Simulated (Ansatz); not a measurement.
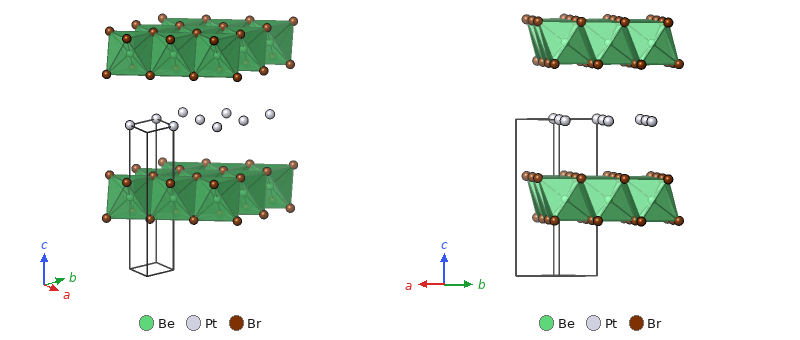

Polyhedra are drawn about Be (bonds: Be–Br below 2.6 Å); other atoms are plain spheres. Two views of the same piece.

BePtBr₂ (space group P-3m1, No. 164). Coordinates: the end point of a relaxation with Ansatz, DFT PBE, scalar-relativistic, plane waves, PAW; the starting structure was generated, so it need not be a known form of this composition.

> What figure surrounds each Be atom, and what does it share with the other drawn polyhedra?

Be: BeBr6 octahedron, sharing edges with six neighbours.

> What is the connectivity of the polyhedra: isolated, groups, chains, layers or framework?

They form layers of edge-sharing octahedra parallel to (001).

> How far apart are the centres of linked polyhedra?

Centre to centre across a shared edge: 3.20 Å.
